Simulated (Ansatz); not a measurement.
# Lattice dynamics of PbSe2 (model cell, started as rutile)

How does PbSe2 (model cell, started as rutile) vibrate, and is this structure a minimum?

Main program and level: Ansatz 0.2.0; DFT PBEsol, scalar-relativistic, plane waves, PAW.

The structure was built from a prototype and need not be the compound's stable phase.

### 1. The starting structure

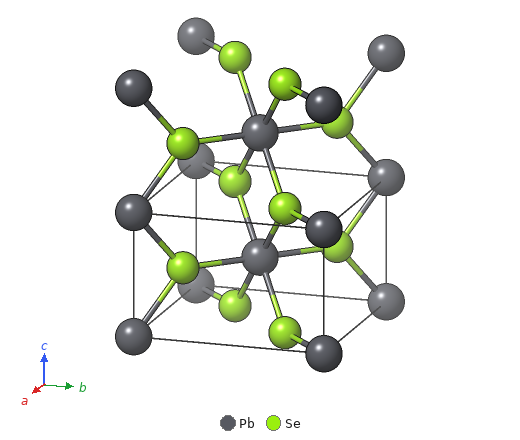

The starting structure, seen slightly off an axis (lead dark grey, selenium green). 1×1×2 cells are drawn. Some periodic images of atoms are drawn too.

Coordinates:

```cif
data_structure
_symmetry_space_group_name_H-M 'P 1'
_symmetry_Int_Tables_number 1
_cell_length_a 6.4192
_cell_length_b 6.4192
_cell_length_c 4.1403
_cell_angle_alpha 90.000
_cell_angle_beta 90.000
_cell_angle_gamma 90.000
_cell_volume 170.61
loop_
_atom_site_label
_atom_site_type_symbol
_atom_site_fract_x
_atom_site_fract_y
_atom_site_fract_z
_atom_site_occupancy
Pb1 Pb 0.00000 0.00000 0.00000 1
Pb2 Pb 0.50000 0.50000 0.50000 1
Se3 Se 0.30500 0.30500 0.00000 1
Se4 Se 0.69500 0.69500 0.00000 1
Se5 Se 0.80500 0.19500 0.50000 1
Se6 Se 0.19500 0.80500 0.50000 1
```

### 2. Bringing the structure to rest

The cell and atoms are relaxed, since residual forces and stress would shift the frequencies.

input.yaml reads:

```yaml
crystal:
  lattice:
    - [6.41915, 0.0, 0.0]
    - [0.0, 6.41915, 0.0]
    - [0.0, 0.0, 4.14035]
  atoms:
    - { symbol: Pb, position: [0.0, 0.0, 0.0] }
    - { symbol: Pb, position: [0.5, 0.5, 0.5] }
    - { symbol: Se, position: [0.305, 0.305, 0.0] }
    - { symbol: Se, position: [0.695, 0.695, 0.0] }
    - { symbol: Se, position: [0.805, 0.195, 0.5] }
    - { symbol: Se, position: [0.195, 0.805, 0.5] }
kpoints:
  mp_grid: { grid: [6, 6, 8] }
hamiltonian:
  xc: pbesol
scf:
  occupations: { method: gaussian, width: 0.1 }
output:
  forces: true
  stress: true
  eigenvalues: true
relax:
  adjacent_minimum: "off"
  f_tol: 0.005
  max_steps: 80
  cell: { stress_tol: 0.05 }
```

On the command line:

```sh
> ansatz run input.yaml --threads 8 --pin off --max-ram 14336MiB --backend cpu --events-out ev --progress --plain --runs-dir out
```

Numbers of over 12 decimals in the logs are rounded to 6 here.

Log:

```text
Engine: ansatz 0.2.0, aarch64-unknown-linux-gnu
Pseudopotentials: kind: paw
Pseudopotential: Pb, paw, valence charge 14, recommended cutoff 420 eV (normal), Pb.paw.azcp
Pseudopotential: Se, paw, valence charge 16, recommended cutoff 420 eV (normal), Se.paw.azcp
Functional definition: PBEsol
  exchange = pbesol_x
  correlation = pbesol_c
Crystal: 6 atoms, lattice volume = 170.605 Å³
Basis set: ecut = 420 eV, 3321 PW (Γ), exchange–correlation on 90×90×60 points (8 copies of the dense FFT grid, shifted against one another)
Bands: 56, of which v1, the nominal top of the filled ones, is band 46 counted from 1 (45 counted from 0)
Symmetry: 16 space group operations
Space group: P42/mnm (ITA 136), of the structure as read, at distance tolerance 5.5e-5 Å
k-points: 50 of 288
Non-local potential: Pb, projectors of the file, l = 0: 2, l = 1: 2, l = 2: 2, l = 3: 2
Non-local potential: Se, projectors of the file, l = 0: 2, l = 1: 2, l = 2: 3, l = 3: 1
PAW form: soft (Blöchl's): semilocal exchange-correlation on the pseudo side does not see the compensation charge
PAW frozen core: Pb, regenerated for the run's functional, and the local potential with it (the file was generated under x = pbe(κ = 0.804, μ = 0.219515), c = pbe(β = 0.066725))
PAW frozen core: Se, regenerated for the run's functional, and the local potential with it (the file was generated under x = pbe(κ = 0.804, μ = 0.219515), c = pbe(β = 0.066725))
PAW one-centre angular grid: Pb, 590 points (default); XC on 64 Gauss nodes
PAW one-centre angular grid: Se, 590 points (default); XC on 64 Gauss nodes
Initial density: superposition of atomic densities (neutral atoms: chi_scale 0, normalization atom), corrected by the library's trained network
Initial wavefunctions: pseudopotential atomic-orbital guess
Functional: x = pbesol(κ = 0.804, μ = 0.123457), c = pbesol(β = 0.046)
SCF iter   1: F=—  HF=-45205.714601 eV  |F-HF|=—  |Δ(HF+E_count)|=         —  Δρ=2.67e-3  dr2=1.37e-2  ethr=1.77e-3  ⟨swp⟩=6.8  Hψ=11490  notcnv=0  defer=41
preconditioner: auto → LDOS  [metal: Δε(μ)=0.044 eV  Ē_g=14.246 eV  σ=0.100 eV  W_gap=0.24  n_scr=38 (ndim 8)  ℏωp=20.5 eV  f_vac=0.107  D(μ)=2.28/eV (n_scr^D=10)  β→1.0]
SCF iter   2: F=—  HF=-45205.711899 eV  |F-HF|=—  |Δ(HF+E_count)|=   2.70e-3  Δρ=1.42e-3  dr2=2.62e-3  ethr=1.49e-5  ⟨swp⟩=2.0  Hψ=5791  notcnv=0  defer=102
SCF iter   3: F=—  HF=-45205.710262 eV  |F-HF|=—  |Δ(HF+E_count)|=   1.64e-3  Δρ=2.19e-4  dr2=1.25e-4  ethr=2.85e-6  ⟨swp⟩=2.0  Hψ=4927  notcnv=0  defer=102
SCF iter   4: F=—  HF=-45205.710194 eV  |F-HF|=—  |Δ(HF+E_count)|=   6.78e-5  Δρ=5.71e-5  dr2=5.29e-6  ethr=1.35e-7  ⟨swp⟩=2.0  Hψ=4927  notcnv=0  defer=102
SCF iter   5: F=—  HF=-45205.710203 eV  |F-HF|=—  |Δ(HF+E_count)|=   8.82e-6  Δρ=1.67e-5  dr2=7.61e-7  ethr=5.74e-9  ⟨swp⟩=2.0  Hψ=4923  notcnv=0  defer=102
SCF iter   6: F=-45205.710203 eV  HF=-45205.710203 eV  |F-HF|=2.73e-8  |Δ(HF+E_count)|=   1.24e-7  Δρ=5.10e-6  dr2=2.85e-8  ethr=1.09e-10  ⟨swp⟩=9.4  Hψ=15265  notcnv=0
SCF 1 converged in 6 iterations: F = -45205.710203 eV  dr2 = 2.85e-8
  greatest PAW one-centre occupation: 1.000 electrons in one spin orbital (limit 2), on the Se atom at site 5 (counted from 0), in its partial waves of l = 2
relax step   1: F+E_penalty+E_count = -45205.71020267 eV  Δ(F+E_penalty+E_count) = +0.000e0 eV  max|allowed force component| = 1.819e-1 eV/Å  Δτ_max = 0.0000 Å  P = +3.613 GPa  Ω = 170.605 Å³  (6 SCF iters, dr2 threshold 1.00e-7 eV, accepted)
Crystal: 6 atoms, lattice volume = 189.862 Å³
Basis set: ecut = 420 eV, 3711 PW (Γ), exchange–correlation on 90×90×60 points (8 copies of the dense FFT grid, shifted against one another)
Initial density: handed on by an earlier stage of this run
Initial wavefunctions: those handed on with the density
iter 1 solved again at ethr=5.82e-5 eV; its pass at ethr=3.10e-3 eV (dr2=5.36e-2 eV) is discarded
SCF iter   1: F=—  HF=-45205.797633 eV  |F-HF|=—  |Δ(HF+E_count)|=         —  Δρ=5.30e-3  dr2=5.51e-2  ethr=5.82e-5  ⟨swp⟩=2.1  Hψ=16817  notcnv=0
preconditioner: auto → LDOS  [metal: Δε(μ)=0.042 eV  Ē_g=13.810 eV  σ=0.100 eV  W_gap=0.23  n_scr=46 (ndim 8)  ℏωp=19.4 eV  f_vac=0.137  D(μ)=5.34/eV (n_scr^D=38)  β→1.0]
SCF iter   2: F=—  HF=-45205.785805 eV  |F-HF|=—  |Δ(HF+E_count)|=   1.18e-2  Δρ=1.61e-3  dr2=4.10e-3  ethr=5.82e-5  ⟨swp⟩=2.0  Hψ=3624  notcnv=0
SCF iter   3: F=—  HF=-45205.785656 eV  |F-HF|=—  |Δ(HF+E_count)|=   1.49e-4  Δρ=4.97e-4  dr2=6.21e-4  ethr=4.46e-6  ⟨swp⟩=2.0  Hψ=5108  notcnv=0
SCF iter   4: F=—  HF=-45205.785471 eV  |F-HF|=—  |Δ(HF+E_count)|=   1.85e-4  Δρ=2.21e-4  dr2=7.88e-5  ethr=6.75e-7  ⟨swp⟩=2.0  Hψ=5108  notcnv=0
SCF iter   5: F=—  HF=-45205.785448 eV  |F-HF|=—  |Δ(HF+E_count)|=   2.23e-5  Δρ=4.63e-5  dr2=5.45e-6  ethr=8.57e-8  ⟨swp⟩=2.8  Hψ=4901  notcnv=0
SCF iter   6: F=-45205.785448 eV  HF=-45205.785448 eV  |F-HF|=1.13e-7  |Δ(HF+E_count)|=   6.69e-7  Δρ=9.37e-6  dr2=2.07e-7  ethr=6.52e-10  ⟨swp⟩=7.9  Hψ=14186  notcnv=0
SCF 2 converged in 6 iterations: F = -45205.785448 eV  dr2 = 2.07e-7
relax step   2: F+E_penalty+E_count = -45205.78544751 eV  Δ(F+E_penalty+E_count) = -7.524e-2 eV  max|allowed force component| = 1.385e-1 eV/Å  Δτ_max = 0.0442 Å  P = -1.713 GPa  Ω = 189.862 Å³  energy of the carried Pulay correction = -1.824e-3 eV  (6 SCF iters, dr2 threshold 6.00e-7 eV, accepted)
Crystal: 6 atoms, lattice volume = 183.350 Å³
Basis set: ecut = 420 eV, 3535 PW (Γ), exchange–correlation on 90×90×60 points (8 copies of the dense FFT grid, shifted against one another)
iter 1 solved again at ethr=8.18e-6 eV; its pass at ethr=3.10e-3 eV (dr2=7.52e-3 eV) is discarded
SCF iter   1: F=—  HF=-45205.838884 eV  |F-HF|=—  |Δ(HF+E_count)|=         —  Δρ=2.03e-3  dr2=7.60e-3  ethr=8.18e-6  ⟨swp⟩=2.3  Hψ=14626  notcnv=0
preconditioner: auto → LDOS  [metal: Δε(μ)=0.015 eV  Ē_g=13.949 eV  σ=0.100 eV  W_gap=0.08  n_scr=46 (ndim 8)  ℏωp=19.8 eV  f_vac=0.115  D(μ)=3.94/eV (n_scr^D=22)  β→1.0]
SCF iter   2: F=—  HF=-45205.837100 eV  |F-HF|=—  |Δ(HF+E_count)|=   1.78e-3  Δρ=6.80e-4  dr2=7.24e-4  ethr=8.18e-6  ⟨swp⟩=2.0  Hψ=3606  notcnv=0
SCF iter   3: F=—  HF=-45205.836959 eV  |F-HF|=—  |Δ(HF+E_count)|=   1.40e-4  Δρ=1.48e-4  dr2=6.04e-5  ethr=7.87e-7  ⟨swp⟩=2.0  Hψ=5107  notcnv=0
SCF iter   4: F=—  HF=-45205.836937 eV  |F-HF|=—  |Δ(HF+E_count)|=   2.24e-5  Δρ=4.58e-5  dr2=3.40e-6  ethr=6.57e-8  ⟨swp⟩=2.0  Hψ=5108  notcnv=0
SCF iter   5: F=-45205.836936 eV  HF=-45205.836936 eV  |F-HF|=6.59e-8  |Δ(HF+E_count)|=   7.22e-7  Δρ=9.23e-6  dr2=1.75e-7  ethr=6.52e-10  ⟨swp⟩=7.6  Hψ=13450  notcnv=0
SCF 3 converged in 5 iterations: F = -45205.836936 eV  dr2 = 1.75e-7
  greatest PAW one-centre occupation: 1.000 electrons in one spin orbital (limit 2), on the Se atom at site 3 (counted from 0), in its partial waves of l = 2
relax step   3: F+E_penalty+E_count = -45205.83693608 eV  Δ(F+E_penalty+E_count) = -5.149e-2 eV  max|allowed force component| = 1.950e-2 eV/Å  Δτ_max = 0.0234 Å  P = -0.291 GPa  Ω = 183.350 Å³  energy of the carried Pulay correction = -1.243e-3 eV  (5 SCF iters, dr2 threshold 6.00e-7 eV, accepted)
[...]
relax step   4: F+E_penalty+E_count = -45205.83842139 eV  Δ(F+E_penalty+E_count) = -1.485e-3 eV  max|allowed force component| = 6.736e-3 eV/Å  Δτ_max = 0.0008 Å  P = -0.008 GPa  Ω = 182.263 Å³  energy of the carried Pulay correction = -1.143e-3 eV  (5 SCF iters, dr2 threshold 4.43e-7 eV, accepted)
[...]
relax step   5: F+E_penalty+E_count = -45205.83851484 eV  Δ(F+E_penalty+E_count) = -9.345e-5 eV  max|allowed force component| = 1.055e-3 eV/Å  Δτ_max = 0.0007 Å  P = -0.000 GPa  Ω = 182.298 Å³  energy of the carried Pulay correction = -1.146e-3 eV  (4 SCF iters, dr2 threshold 8.63e-9 eV, accepted)
Initial wavefunctions: pseudopotential atomic-orbital guess (no wavefunctions were taken with the density)
iter 1 solved again at ethr=1.26e-7 eV; its pass at ethr=3.10e-3 eV (dr2=1.16e-4 eV) is discarded
SCF iter   1: F=—  HF=-45205.825242 eV  |F-HF|=—  |Δ(HF+E_count)|=         —  Δρ=7.52e-4  dr2=3.69e-5  ethr=1.26e-7  ⟨swp⟩=3.0  Hψ=18571  notcnv=0
preconditioner: auto → LDOS  [metal: Δε(μ)=0.023 eV  Ē_g=13.984 eV  σ=0.100 eV  W_gap=0.13  n_scr=46 (ndim 8)  ℏωp=19.8 eV  f_vac=0.116  D(μ)=3.88/eV (n_scr^D=22)  β→1.0]
SCF iter   2: F=—  HF=-45205.839566 eV  |F-HF|=—  |Δ(HF+E_count)|=   1.43e-2  Δρ=4.84e-5  dr2=8.67e-6  ethr=4.01e-8  ⟨swp⟩=3.4  Hψ=4570  notcnv=0
SCF iter   3: F=—  HF=-45205.839562 eV  |F-HF|=—  |Δ(HF+E_count)|=   3.38e-6  Δρ=2.65e-5  dr2=1.49e-6  ethr=9.42e-9  ⟨swp⟩=2.0  Hψ=3549  notcnv=0
SCF iter   4: F=—  HF=-45205.839570 eV  |F-HF|=—  |Δ(HF+E_count)|=   7.83e-6  Δρ=1.04e-5  dr2=2.83e-7  ethr=1.62e-9  ⟨swp⟩=2.2  Hψ=4922  notcnv=0
SCF iter   5: F=—  HF=-45205.839570 eV  |F-HF|=—  |Δ(HF+E_count)|=   7.69e-8  Δρ=1.56e-6  dr2=3.73e-9  ethr=3.07e-10  ⟨swp⟩=2.0  Hψ=5108  notcnv=0
SCF iter   6: F=—  HF=-45205.839570 eV  |F-HF|=—  |Δ(HF+E_count)|=   1.20e-8  Δρ=4.66e-7  dr2=2.19e-10  ethr=4.05e-12  ⟨swp⟩=2.0  Hψ=5129  notcnv=0
SCF iter   7: F=-45205.839570 eV  HF=-45205.839570 eV  |F-HF|=3.64e-11  |Δ(HF+E_count)|=   1.24e-9  Δρ=1.23e-7  dr2=2.28e-11  ethr=1.00e-12  ⟨swp⟩=6.3  Hψ=11300  notcnv=0
SCF 6 converged in 7 iterations: F = -45205.839570 eV  dr2 = 2.28e-11
relax step   6: F+E_penalty+E_count = -45205.83957016 eV  Δ(F+E_penalty+E_count) = -1.055e-3 eV  max|allowed force component| = 1.030e-3 eV/Å  Δτ_max = 0.0000 Å  P = -0.003 GPa  Ω = 182.298 Å³  stress off target by 1.76e-2 GPa  SCF on the basis re-selected at this cell (its energy is not comparable with the rows above)  (7 SCF iters)
basis re-selected at this cell: Δ(F+E_penalty+E_count) = -1.055e-3 eV, ΔP = -0.003 GPa vs the last step (what re-selecting the basis moved, of the pressure what is left beyond the Pulay correction that the steps carried, after the strain that the cell walked since its last selection, with what the two solves' SCF thresholds leave and, on support functions, any second-order correction that the steps lacked; it is no m [...]
SCF converged after 7 iterations
Free energy (F): -45205.839570 eV
Harris-Foulkes:  -45205.839570 eV  (|F-HF|=3.64e-11)
Internal energy: -45205.820166 eV  (E = F + TS)
E sigma→0 (E₀):  -45205.829868 eV
Entropy (-TS):   -0.019405 eV (-3.234 meV/atom)
Fermi energy:    6.415356 eV
--- Per-component energies (eV) ---
  E_band       = -1784.514725
  E_kinetic    = 1051.611883
  E_local      = -13053.612275  (includes V_loc(G=0)·N_el)
  E_nonlocal   = -1663.033055
  E_hartree    = 6172.603847
  E_xc         = -845.465131
  E_vxc        = -650.652850  (∫ρ·V_xc dr)
  E_paw        = -27991.718679  (= ΣΔE_a)
  E_vpaw       = 185.965990  (= ΣTr[D̂ρ^β])
  E_aug_tail   = -0.002247  (compensation charges beyond the density's cutoff)
  E_ewald      = -8880.362544
  E_core_change = 4.158035  (= ΣΔE_core)
  E_smearing   = -0.019405  (= −TS)
  E_closure    = 0.000000  (closes the sum)
  Σ components = -45205.839570   (vs F -45205.839570, Δ=0.00e0)
--- Forces (eV/Å), atoms counted from 1 ---
  atom   1  Pb     0.00000000    -0.00000000     0.00000000
  atom   2  Pb     0.00000000    -0.00000000     0.00000000
  atom   3  Se     0.00103018     0.00103018     0.00000000
  atom   4  Se    -0.00103018    -0.00103018    -0.00000000
  atom   5  Se     0.00103018    -0.00103018     0.00000000
  atom   6  Se    -0.00103018     0.00103018    -0.00000000
  max |Σ_I F_I| component: 6.07e-18 eV/Å
--- Stress (GPa, compression-positive) ---
        0.003587      -0.000000       0.000000
       -0.000000       0.003587      -0.000000
        0.000000      -0.000000      -0.017564
  P = ⅓ Tr σ = -0.0035 GPa (-0.035 kbar)
--- Band table (eV; the first three rows and the last of 50) ---
  k-point 0: bands = [... 42 lower, 5.7926, 5.7926, 6.2772, 6.2772, 6.8980, 7.3063, 8.9455, 8.9455, ... 6 higher]
  k-point 1: bands = [... 42 lower, 5.1400, 6.1063, 6.3017, 6.3017, 6.7751, 7.6629, 9.6442, 9.6442, ... 6 higher]
  k-point 2: bands = [... 42 lower, 4.4586, 6.1166, 6.1166, 6.4278, 6.4591, 7.9418, 10.3507, 10.8130, ... 6 higher]
  k-point 49: bands = [... 42 lower, 5.8893, 5.8893, 6.0077, 6.0077, 6.4434, 6.4434, 11.2083, 11.2083, ... 6 higher]
--- Relaxed structure (5 steps of the walk, 5 accepted, 1 SCFs on fresh bases) ---
  F+E_penalty+E_count = -45205.83957016 eV   max|allowed force component| = 1.030e-3 eV/Å   (the final SCF, on the basis selected at the relaxed cell)
  cell:  # Å, volume = 182.2981 Å³
    - [6.590824, 0, 0]
    - [0, 6.590824, 0]
    - [0, 0, 4.196649]
  atoms:
    - { symbol: Pb, position: [2.7024192860064356e-19, 2.7024192860063932e-19, 0] }
    - { symbol: Pb, position: [0.5, 0.5, 0.5] }
    - { symbol: Se, position: [0.302873, 0.302873, 0] }
    - { symbol: Se, position: [0.697127, 0.697127, 0] }
    - { symbol: Se, position: [0.802873, 0.197127, 0.5] }
    - { symbol: Se, position: [0.197127, 0.802873, 0.5] }
```

Elapsed: 46 s, on 8 threads of Arm Neoverse N1, shared host; peak memory 1 GiB.

Step by step:

| step | energy less that of the first step (eV) | largest force component (eV/Å) | pressure (GPa) | volume (Å³) |
| --- | --- | --- | --- | --- |
| 1 | 0.0000 | 0.1819 | 3.61 | 170.61 |
| 2 | -0.0752 | 0.1385 | -1.71 | 189.86 |
| 3 | -0.1267 | 0.0195 | -0.29 | 183.35 |
| 4 | -0.1282 | 0.0067 | -0.01 | 182.26 |
| 5 | -0.1283 | 0.0011 | 0.00 | 182.30 |
| 6* | -0.1294 | 0.0010 | 0.00 | 182.30 |

Relaxation steps marked * repeat the geometry before them on a plane-wave basis chosen anew for their cell, so energy and pressure can jump there.

Forces are held to the 16 operations that the run works with; a distortion that breaks them can't arise in this run.

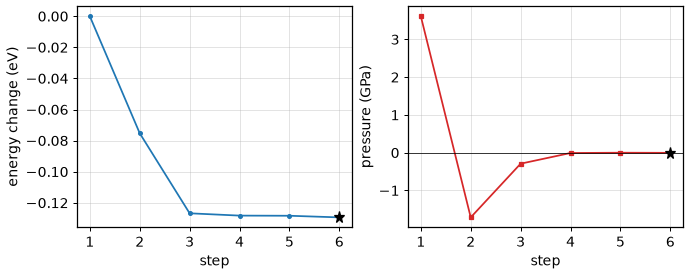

Energy and pressure along the relaxation. Stars mark steps on a basis chosen anew.

| conventional cell, symmetrised | before | after | change |
| --- | --- | --- | --- |
| a (Å) | 6.419 | 6.591 | +2.7 % |
| b (Å) | 6.419 | 6.591 | +2.7 % |
| c (Å) | 4.140 | 4.197 | +1.4 % |
| volume (Å³/atom) | 28.43 | 30.38 | +6.9 % |

The atoms that moved most (Å, as changes of fractional coordinates times the final cell):

| atom | dx | dy | dz | length |
| --- | --- | --- | --- | --- |
| Se6 | 0.014 | -0.014 | 0.000 | 0.020 |
| Se5 | -0.014 | 0.014 | 0.000 | 0.020 |
| Se4 | 0.014 | 0.014 | 0.000 | 0.020 |
| Se3 | -0.014 | -0.014 | 0.000 | 0.020 |

The relaxed structure:

```xyz
6
Lattice="6.5908 0.0000 0.0000 0.0000 6.5908 0.0000 0.0000 0.0000 4.1966" Properties=species:S:1:pos:R:3 pbc="T T T"
Pb    0.0000    0.0000    0.0000
Pb    3.2954    3.2954    2.0983
Se    1.9962    1.9962    0.0000
Se    4.5946    4.5946    0.0000
Se    5.2916    1.2992    2.0983
Se    1.2992    5.2916    2.0983
```

Numbers from this step:

```yaml
pressure: -0.003463 GPa
volume_per_atom: 30.38 Å³
gap_on_the_k_mesh: 0 eV
```

In this step the volume went from 28.43 to 30.38 Å³/atom.

### 3. Tight relaxation

Phonons need a cell at rest on their own settings, so the relaxation is repeated with tight tolerances on forces and stress, using the mesh and the filling of the phonon run that follows.

input.yaml reads:

```yaml
crystal:
  lattice:
    - [6.5908242804, 0.0, 0.0]
    - [0.0, 6.5908242804, 0.0]
    - [0.0, 0.0, 4.1966492306]
  atoms:
    - { symbol: Pb, position: [0.0, 0.0, 0.0] }
    - { symbol: Pb, position: [0.5, 0.5, 0.5] }
    - { symbol: Se, position: [0.3028730528, 0.3028730528, 0.0] }
    - { symbol: Se, position: [0.6971269472, 0.6971269472, 0.0] }
    - { symbol: Se, position: [0.8028730528, 0.1971269472, 0.5] }
    - { symbol: Se, position: [0.1971269472, 0.8028730528, 0.5] }
kpoints:
  mp_grid: { grid: [6, 6, 8] }
hamiltonian:
  xc: pbesol
scf:
  occupations: { method: methfessel_paxton, width: 0.2 }
output:
  forces: true
  stress: true
  eigenvalues: true
relax:
  adjacent_minimum: "off"
  f_tol: 0.001
  max_steps: 60
  cell: { stress_tol: 0.01 }
```

Log:

```text
[...]
Crystal: 6 atoms, lattice volume = 182.298 Å³
Basis set: ecut = 420 eV, 3511 PW (Γ), exchange–correlation on 90×90×60 points (8 copies of the dense FFT grid, shifted against one another)
Bands: 56, of which v1, the nominal top of the filled ones, is band 46 counted from 1 (45 counted from 0)
Symmetry: 16 space group operations
[...]
k-points: 50 of 288
[...]
cell:  # Å, volume = 182.2047 Å³
    - [6.593955, 0, 0]
    - [0, 6.593955, 0]
    - [0, 0, 4.190518]
  atoms:
    - { symbol: Pb, position: [0, 0, 0] }
    - { symbol: Pb, position: [0.5, 0.5, 0.5] }
    - { symbol: Se, position: [0.302838, 0.302838, 0] }
    - { symbol: Se, position: [0.697162, 0.697162, 0] }
    - { symbol: Se, position: [0.802838, 0.197162, 0.5] }
    - { symbol: Se, position: [0.197162, 0.802838, 0.5] }
[key lines of the parts left out:]
SCF converged after 4 iterations
Free energy (F): -45205.827048 eV
Fermi energy:    6.418547 eV
P = ⅓ Tr σ = -0.0015 GPa (-0.015 kbar)
```

The job ended after 37 s (8 threads; peak memory 1 GiB).

Step by step:

| step | energy less that of the first step (eV) | largest force component (eV/Å) | pressure (GPa) | volume (Å³) |
| --- | --- | --- | --- | --- |
| 1 | 0.0000 | 0.0009 | -0.03 | 182.30 |
| 2 | -0.0001 | 0.0026 | 0.01 | 182.11 |
| 3 | -0.0001 | 0.0011 | 0.01 | 182.15 |
| 4 | -0.0001 | 0.0001 | 0.00 | 182.20 |
| 5* | 0.0000 | 0.0001 | 0.00 | 182.20 |

Relaxation steps marked * repeat the geometry before them on a plane-wave basis chosen anew for their cell, so energy and pressure can jump there.

The run keeps the 16 symmetry operations that it works with, so distortions that break them were not tested.

| conventional cell, symmetrised | before | after | change |
| --- | --- | --- | --- |
| a (Å) | 6.591 | 6.594 | +0.0 % |
| b (Å) | 6.591 | 6.594 | +0.0 % |
| c (Å) | 4.197 | 4.191 | -0.1 % |
| volume (Å³/atom) | 30.38 | 30.37 | -0.1 % |

The relaxed structure:

```xyz
6
Lattice="6.5940 0.0000 0.0000 0.0000 6.5940 0.0000 0.0000 0.0000 4.1905" Properties=species:S:1:pos:R:3 pbc="T T T"
Pb    0.0000    0.0000    0.0000
Pb    3.2970    3.2970    2.0953
Se    1.9969    1.9969    0.0000
Se    4.5971    4.5971    0.0000
Se    5.2939    1.3001    2.0953
Se    1.3001    5.2939    2.0953
```

Numbers from this step:

- pressure: -0.001536 GPa
- volume per atom: 30.37 Å³

The largest force component left is 0.097 meV/Å and the pressure is -0.002 GPa, within the tolerances set. The cell now holds 30.37 Å³/atom.

(Continued in part 2 of 2.)

[Logs are printed without paths, hosts, clocks, repeated set-up lines and the standing remarks that a program may print on its own settings, such as how far it seeks lower states.]

[Hosts, paths, dates, database ids (printed as entryN), source tags and the programs' standing remarks are cut or masked in the printed files.]
